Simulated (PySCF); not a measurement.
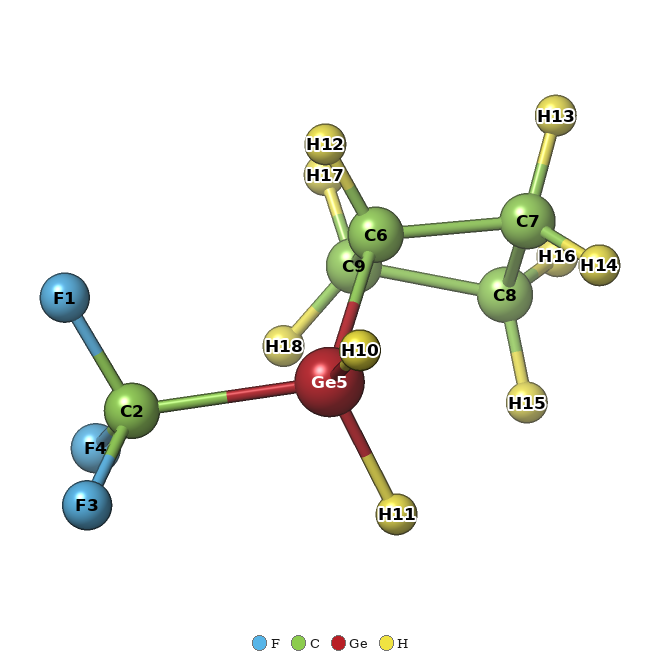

Depth is shown by fading: the farther an atom, the more it takes the colour of the background. Computed geometry: PBE0-D3(BJ)/def2-SVP optimisation. No frequency run is at hand to confirm it as a minimum.

Question: How is the 4-membered ring C6–C7–C8–C9 puckered?

Answer: It is puckered (butterfly). The Cremer–Pople amplitude Q is 0.23 Å.

Question: Give the torsion angles round the ring, beginning with the bond from its second to its third atom.

Answer: 17°, −17°, 17°, −17°.
